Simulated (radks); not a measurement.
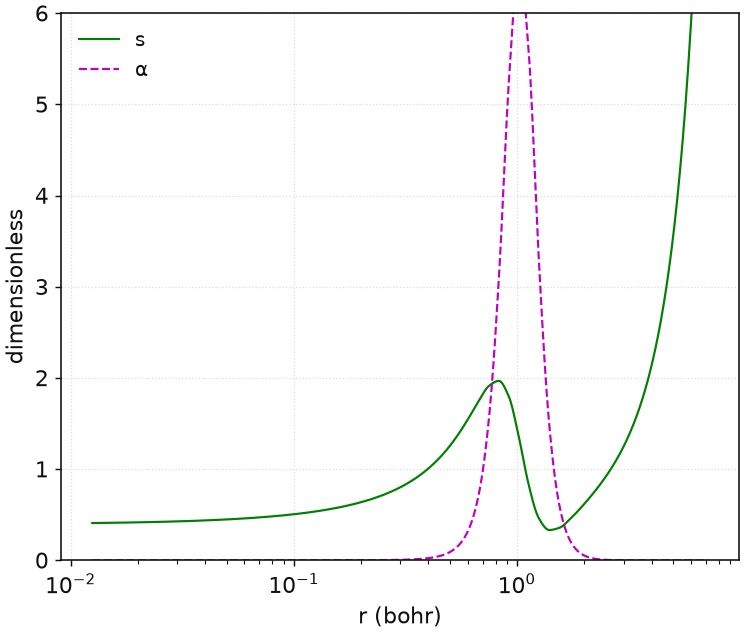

Atomic beryllium (Be); electrons: [He] 2s2. Computed with the in-house radial solver radks: non-relativistic Kohn-Sham, LDA (Slater exchange, Perdew-Wang correlation), spin-polarised, spherical densities, point nucleus.

The plot shows the reduced density gradient s and the kinetic indicator α = (τ − τW)/τunif, the ingredients of GGAs and meta-GGAs.

Read the plot.

s starts near 0.41 at the inner end, has a maximum between the shells at r = 0.83 bohr (1.97), and grows in the tail, to 10.4 at 7.1 bohr (off the top of the plot). α peaks at r = 1.0 bohr (6.6), where shells overlap, and is small where one s orbital dominates.
